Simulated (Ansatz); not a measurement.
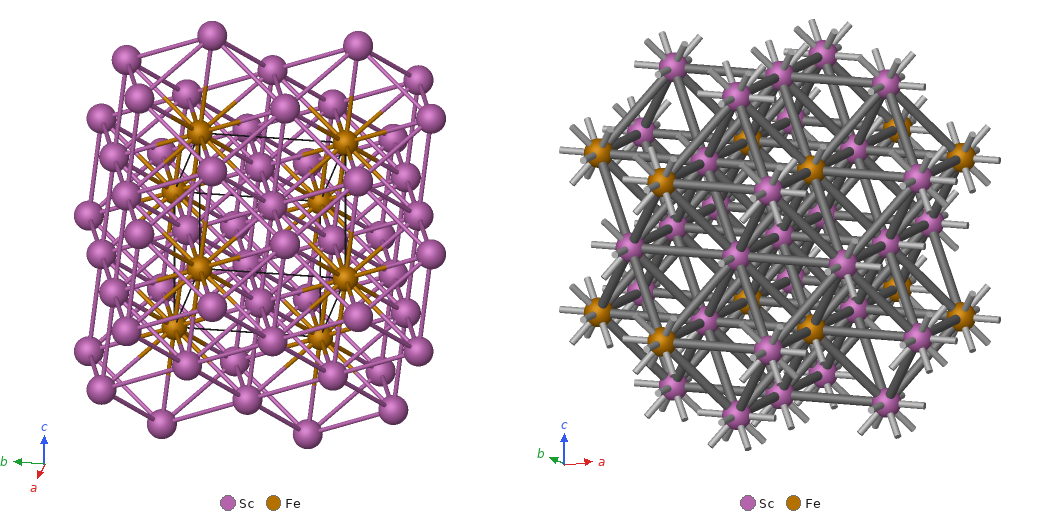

Left: the structure. Right: its underlying net. Nodes are coloured by element. Short stubs are edges that leave the cut-out.

System Sc3Fe (space group Pm-3m, No. 221); source of the atomic positions: coordinates from a relaxation with DFT PBE, scalar-relativistic, plane waves, PAW in Ansatz; the starting structure was generated, so it need not be a known form of this composition.

Bonds are taken as Fe–Sc below 3.4 Å and Sc–Sc below 3.4 Å; no other contact counts. Atoms with one bond or none are removed and atoms with two bonds are replaced by edges, until no such atom is left.

The result is a uninodal 12-connected, three-periodic net: Sc and Fe are 12-connected nodes. It is the fcu net, known from cubic close packing. It is a single net, without interpenetration.

```csv
node,links,point symbol,coordination sequence
Sc and Fe,12,3^24.4^36.5^6,12 42 92 162 252
```
